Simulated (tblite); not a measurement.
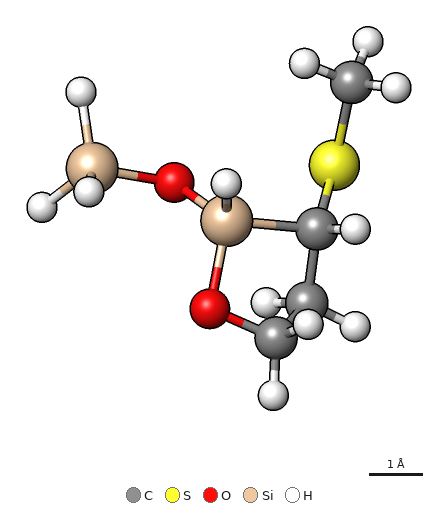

Starting structure of C$_{4}$H$_{12}$O$_{2}$SSi$_{2}$. The picture is a ball-and-stick view, seen face on.

Theory: GFN2-xTB geometry optimisation, gas phase in tblite 0.8.0.

```xyz
21

C    -2.0925   -1.8653    1.4017
S    -1.8701   -1.2199   -0.2981
C    -1.1568    0.4176   -0.1393
C    -1.0094    1.1377   -1.4939
C    -0.0995    2.2713   -1.0556
O     1.1364    1.7016   -0.7347
Si    0.6726    0.3734    0.2626
O     1.3183   -1.0909   -0.3163
Si    2.9730   -1.2327    0.1219
H    -2.6203   -2.8364    1.3834
H    -1.1192   -2.0216    1.8945
H    -2.7326   -1.1809    2.0146
H    -1.6679    1.0710    0.6034
H    -1.9580    1.4664   -1.9091
H    -0.4432    0.5135   -2.1895
H    -0.4990    2.7239   -0.1254
H     0.0007    3.0467   -1.8354
H     0.9375    0.5883    1.6755
H     3.7582   -1.3367   -1.1095
H     3.4004   -0.0599    0.9011
H     3.0624   -2.4501    0.9475
```

> Predict the outcome.

After 138 geometry steps the energy has fallen by 28.6 kcal/mol. H19 moves most after the best rigid fit: 1.55 Å. By element the largest moves are H 1.55 Å, O 1.42 Å, Si 0.74 Å, C 0.65 Å, S 0.52 Å. Some distances before and after: Si7–Si9 2.809 → 3.147 Å, O6–Si7 1.724 → 1.629 Å, Si7–O8 1.702 → 1.606 Å, C3–Si7 1.874 → 1.916 Å. Among the angles between lasting bonds that change: Si7–O8–Si9 110.5° → 152.6°, C5–O6–Si7 102.1° → 114.2°, S2–C3–H13 114.4° → 106.3°. Groups turn about Si7–O8 by about 145°, O8–Si9 by about 130°, C4–C5 by about 30°.

Final geometry:

```xyz
21

C    -1.4630   -1.9597    1.2628
S    -1.3956   -1.3783   -0.4521
C    -1.1068    0.3995   -0.1432
C    -0.9121    1.1396   -1.4651
C    -0.1055    2.3998   -1.1484
O     0.8878    2.0884   -0.1970
Si    0.5021    0.8539    0.7926
O     1.6266   -0.2928    0.8220
Si    2.4878   -1.4960    0.1317
H    -1.6810   -3.0220    1.2264
H    -0.5040   -1.7840    1.7416
H    -2.2551   -1.4356    1.7909
H    -1.9977    0.7706    0.3698
H    -1.8535    1.3876   -1.9550
H    -0.3300    0.5044   -2.1361
H    -0.7576    3.1735   -0.7270
H     0.3930    2.8014   -2.0335
H     0.3272    1.2794    2.1700
H     2.2391   -1.5438   -1.3067
H     3.8711   -1.1611    0.4540
H     2.0181   -2.7078    0.8019
```

The end point in the same view:

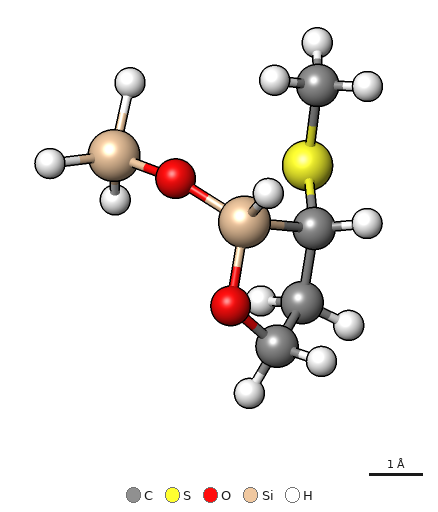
